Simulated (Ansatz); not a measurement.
Consider B2H3NSi (SMILES [BH2-]1B2[NH+]=[Si]12).

| atom | x (Å) | y (Å) | z (Å) |
| --- | --- | --- | --- |
| B | 0.4135 | -1.1351 | -1.0787 |
| B | 0.5033 | 0.1205 | -0.0826 |
| N | 1.5867 | 0.5877 | 0.6146 |
| Si | 2.3979 | -0.7902 | -0.1957 |
| H | -0.0255 | -2.1942 | -0.6813 |
| H | 0.4710 | -0.9628 | -2.2784 |
| H | 1.8052 | 1.3375 | 1.2607 |

Geometry: B3LYP-D3(BJ)/def2-SVP.

The calculation used isolated molecule in a Gaussian basis; Kohn-Sham density functional theory, functional PBE0 (Ansatz).

What can the converged electron density and electron localisation function tell about the bonding?

Answer. B–N (1.37 Å): ρ is about 2 e/Å³ halfway; the ELF peaks at about 0.90 between the atoms; a polar covalent bond.
B–B (1.61 Å): the density is about 1.1 e/Å³ at the midpoint; the ELF peaks at about 0.95 between the atoms, as expected for localised, covalent bonding.
Si–N (1.79 Å): the density is about 0.91 e/Å³ at the midpoint; the ELF peaks at about 0.85 between the atoms, as expected for a polar covalent bond.
Si–B (2.11 Å): ρ is about 0.56 e/Å³ halfway; the ELF is about 0.45 at the midpoint.

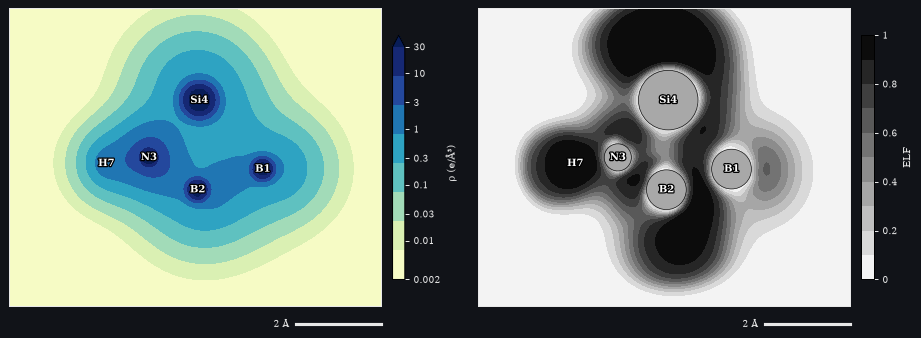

Computed electron density and electron localisation function on the plane of atoms B2, N3 and Si4, in this order. Grey discs cover the atomic cores in the ELF map. 
